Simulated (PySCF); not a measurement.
C$_{5}$H$_{6}$Si, SMILES `[SiH]1=CC=CC=C1`.

PySCF calculation, cc-pVDZ basis, gas phase; geometry: GFN2-xTB. No frequency check shows the geometry to be a minimum.

Coordinates in Å:

```
Si1     -1.4186    0.0001    0.0000
C2      -0.3443    1.4472    0.0000
C3       1.0223    1.2375    0.0000
C4       1.6563   -0.0001    0.0000
C5       1.0223   -1.2376    0.0000
C6      -0.3444   -1.4472    0.0000
H7      -2.8733   -0.0001    0.0000
H8      -0.7051    2.4667    0.0000
H9       1.6663    2.1103    0.0000
H10      2.7381   -0.0001    0.0000
H11      1.6662   -2.1104    0.0000
H12     -0.7052   -2.4667    0.0000
```

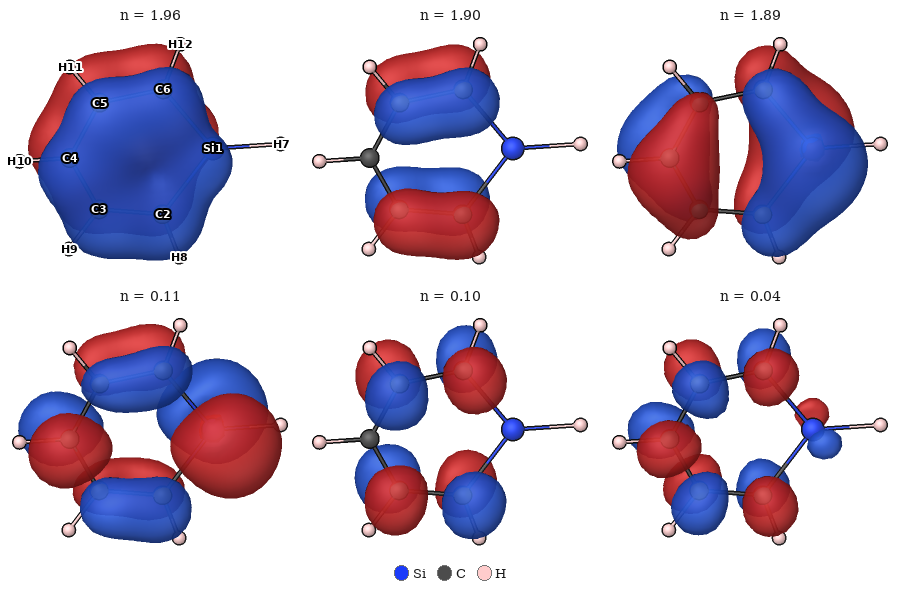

Natural orbitals of the π active space, CASSCF(6,6), singlet state, in order of falling occupation.

Q: How multiconfigurational is the state?

A: The leading determinant weighs 0.88; the effective number of unpaired electrons, Σ n²(2−n)², is 0.18; the most occupied of the weakly occupied orbitals holds 0.11 e, as in an ordinary closed-shell π system. The active space lowers the energy by 1.86 eV against Hartree–Fock.

Q: Where does the lowest triplet lie relative to the singlet, at this geometry and within this active space?

A: 3.15 eV above it by strongly contracted NEVPT2 (+2.69 eV by CASSCF); a small basis tends to put such gaps a few tenths of an eV too high. This is a vertical energy for π states alone; a state that uses lone pairs or σ orbitals may lie lower.

Cost of the run: 53 s on 1 thread of Arm Neoverse V2 (shared host), peak memory 0.32 GiB.
